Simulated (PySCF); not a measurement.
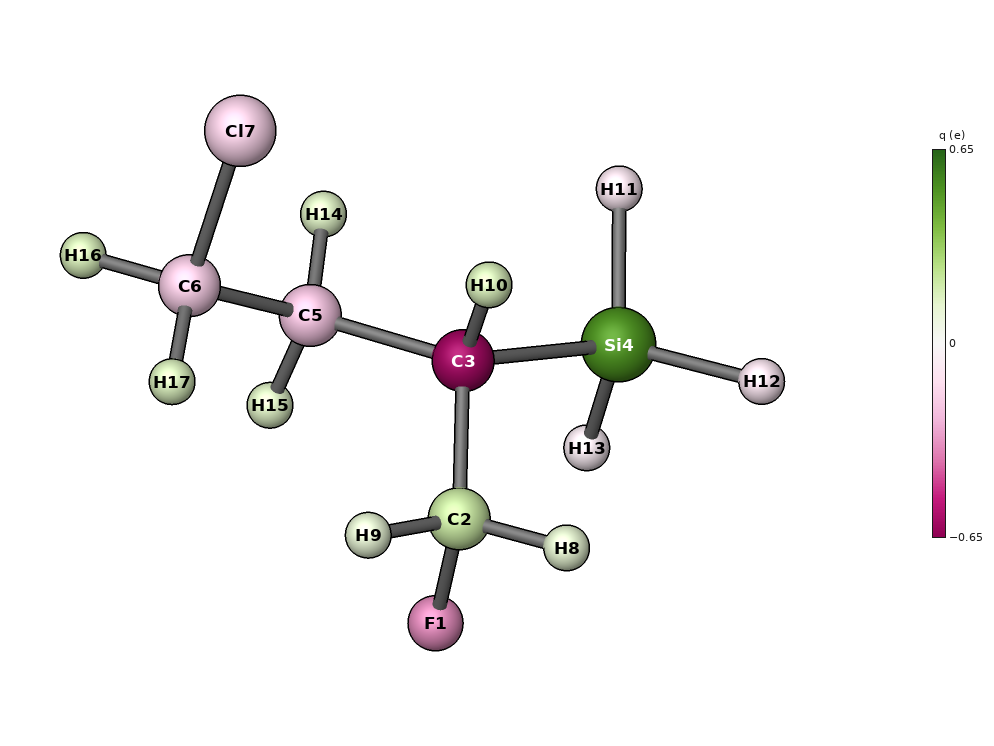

Atoms are coloured by their Mulliken charges. The geometry was computed by an optimisation with GFN2-xTB. No frequency run is at hand to confirm it as a minimum. Level of theory: PBE0/pcSseg-1, gas phase (PySCF 2.14.0).

List the Mulliken charges.

```json
{"atom": "F1", "value (e)": "−0.34"}
{"atom": "C2", "value (e)": "0.21"}
{"atom": "C3", "value (e)": "−0.60"}
{"atom": "Si4", "value (e)": "0.52"}
{"atom": "C5", "value (e)": "−0.21"}
{"atom": "C6", "value (e)": "−0.18"}
{"atom": "Cl7", "value (e)": "−0.17"}
{"atom": "H8", "value (e)": "0.12"}
{"atom": "H9", "value (e)": "0.11"}
{"atom": "H10", "value (e)": "0.17"}
{"atom": "H11", "value (e)": "−0.08"}
{"atom": "H12", "value (e)": "−0.09"}
{"atom": "H13", "value (e)": "−0.06"}
{"atom": "H14", "value (e)": "0.14"}
{"atom": "H15", "value (e)": "0.15"}
{"atom": "H16", "value (e)": "0.17"}
{"atom": "H17", "value (e)": "0.16"}
```

Mulliken values depend strongly on the basis set and can even reverse the polarity of a bond. The geometry is semi-empirical. Around Si such bond lengths and angles can be off by a tenth of an ångström or more and by several degrees, and values that hang on the shape move with them.
